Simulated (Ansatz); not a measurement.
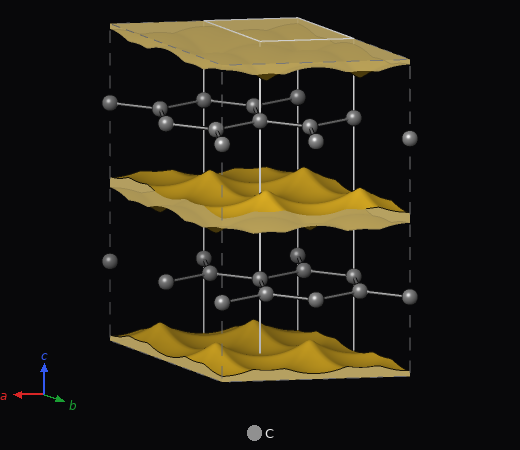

The yellow surface encloses the points that the centre of a probe sphere of radius 1.30 Å can occupy in C (P6_3/mmc), computed on a grid of about 0.10 Å (2×2×1 cells shown, view from a free direction; pale faces close the region where the box cuts it).

Atoms are hard spheres with touching radii (half the shortest distance): C 0.71 Å.

Source of the atomic positions: coordinates from a relaxation with DFT PBE, scalar-relativistic, plane waves, PAW in Ansatz 0.2.0.

Space group P6_3/mmc (No. 194). a = 2.466 Å, b = 2.466 Å, c = 8.598 Å, α = 90.00°, β = 90.00°, γ = 120.00°
| atom | site | symmetry | x | y | z |
| --- | --- | --- | --- | --- | --- |
| C | 2b | -6m2 | 0.0000 | 0.0000 | 0.2500 |
| C | 2c | -6m2 | 0.3333 | 0.6667 | 0.2500 |

> Describe the connectivity of the accessible space.

Where they connect, they form a two-dimensional network in layers parallel to (001).

> What share of the cell can the probe's centre reach?

About 13 % of the volume (5.7 Å³ of 45.3 Å³).

> Give the largest included and the largest free sphere.

The largest sphere that fits anywhere has a diameter of 3.35 Å; the largest that can travel through the crystal, about 3.1 Å.

> How does the connectivity change as the probe shrinks?

Below a radius of about 1.55 Å the space forms a two-dimensional network in layers parallel to (001). Below a radius of about 0.71 Å the space forms a three-dimensional network. These are grid estimates, good to about 0.05 Å.
